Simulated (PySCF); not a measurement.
SMILES CC(C)(C)CC[Si](F)(F)F (C₆H₁₃F₃Si) at its GFN2-xTB optimised geometry (Å):

```
23

C      1.9097     0.8259    -2.5636
C      1.5118     0.0937    -1.2772
C      2.0825     0.8560    -0.0791
C      2.0964    -1.3202    -1.3131
C     -0.0271     0.0545    -1.2243
C     -0.6215    -0.6588     0.0000
Si    -2.4965    -0.6588     0.0000
F     -3.1564    -1.3872     1.2491
F     -3.1549    -1.3729    -1.2576
F     -3.1526     0.7882     0.0000
H      1.5136     1.8389    -2.5671
H      2.9922     0.8826    -2.6506
H      1.5243     0.3047    -3.4370
H      1.6294     1.8418    -0.0006
H      1.9108     0.3195     0.8506
H      3.1564     0.9830    -0.1957
H      1.6490    -1.8999    -2.1175
H      1.9301    -1.8418    -0.3740
H      3.1699    -1.2750    -1.4820
H     -0.3962     1.0822    -1.2468
H     -0.3881    -0.4400    -2.1288
H     -0.2579    -0.1759     0.9088
H     -0.2579    -1.6876     0.0274
```

Method: PBE/def2-SVP (PySCF 2.14.0). Cells within 0.4 Å of a nucleus heavier than hydrogen are left out (blank, or x).

Map of the Laplacian of the electron density (e/bohr⁵) on the plane z = 1.5 Å:

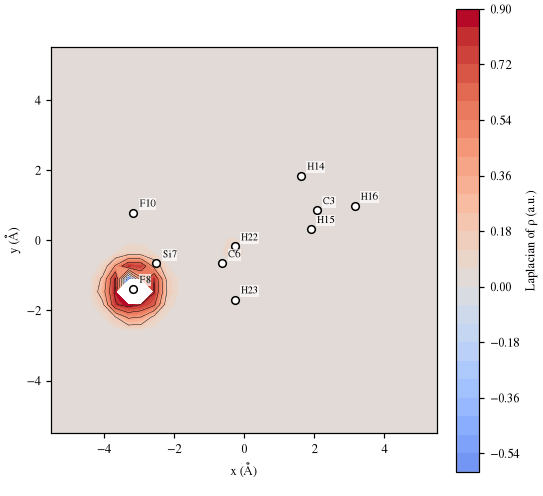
Figure: Laplacian of the electron density (e/bohr⁵) on the plane z = 1.5 Å.
